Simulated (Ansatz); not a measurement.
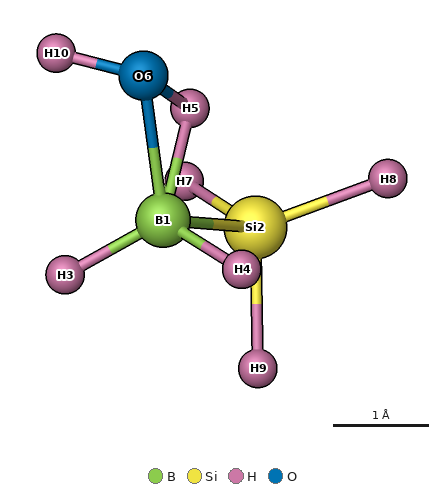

Fig. 1: The structure as given in the input (ball-and-stick view, seen at a tilt; atoms are numbered from 1 in the order of the input). Bond lengths as drawn: B–H 1.20 to 1.39 Å, B–O 1.58 Å, B–Si 2.16 Å, H–O 0.96 to 1.24 Å and H–Si 1.49 Å.

## BSiH7O: single-point calculation

BSiH7O, computed with RHF-MP2, frozen core/def2-QZVPP (Ansatz 0.2.0).

The geometry is a transition state. The reaction was set up to form B1–O6 and Si2–H5 and to break B1–Si2 and H5–O6 (atoms counted from 1 in the order of the input); sticks are drawn by distance alone. The geometry comes from this level: PBE0-D4/def2-TZVP.

The program's output:
```
Functional definition: HF
  name "HF"
  cite "Fock, Z. Phys. 61, 126 (1930) doi:10.1007/BF01340294"
  parent pbe
  exchange = exact_x
  correlation = 0
2324 factors; integrals over basis functions are off by at most 8.3e-4 eV
mean field evaluation 1: about -10678.3389 eV, gradient 3.3e1 eV
mean field evaluation 2: about -10678.4280 eV, gradient 3.3e1 eV
mean field evaluation 4: about -10681.1664 eV, gradient 3.9e0 eV
mean field evaluation 8: about -10681.2271 eV, gradient 1.8e-1 eV
mean field -10681.22735294 eV, -392.5278652245 hartree, gradient 3.0e-6 eV, S^2 0.000000; 0 other end points of the search recorded, 0 dependent functions left out
7 core orbitals not correlated: weight in the atoms' cores, before any rotation towards them, 1.000 or more for the frozen orbitals, at most 0.000 for the correlated occupied ones
reference -10681.22735294 eV, -392.5278652245 hartree; 10, 10 occupied and 377, 377 virtual orbitals, 2324 factors
second order -15.54418791 eV of doubles, -0.00000000 eV of singles
Total energy: -10696.77154085 eV, -393.0991035940 hartree
```

The run was set up as follows.

The input:
```yaml
crystal:
  periodic: [false, false, false]
  atoms:
    - {symbol: B, position_ang: [-0.816394, 0.379224, -0.328730]}
    - {symbol: Si, position_ang: [0.604081, -1.019418, 0.512374]}
    - {symbol: H, position_ang: [-0.915939, -0.011200, -1.458702]}
    - {symbol: H, position_ang: [-1.739659, 0.244429, 0.420891]}
    - {symbol: H, position_ang: [0.417302, 0.827828, 0.134579]}
    - {symbol: O, position_ang: [-0.200720, 1.835498, -0.225456]}
    - {symbol: H, position_ang: [1.901139, -1.226154, -0.192904]}
    - {symbol: H, position_ang: [0.881165, -0.923307, 1.971365]}
    - {symbol: H, position_ang: [-0.270197, -2.192851, 0.257174]}
    - {symbol: H, position_ang: [0.139121, 2.085953, -1.090691]}
basis:
  gaussian: {orbitals: "def2-QZVPP.json"}
correlation: {method: mp2}
```

Results in brief:

```json
{"quantity": "outcome", "value": "converged"}
{"quantity": "total energy", "value": "−10696.7715 eV"}
{"quantity": "mean-field energy", "value": "−10681.2274 eV"}
{"quantity": "SCF solution under orbital rotations", "value": "stable"}
{"quantity": "hardware", "value": "2 CPU threads, shared host"}
{"quantity": "wall time", "value": "20 s (CPU time 35 s)"}
{"quantity": "peak memory", "value": "1.8 GiB"}
```
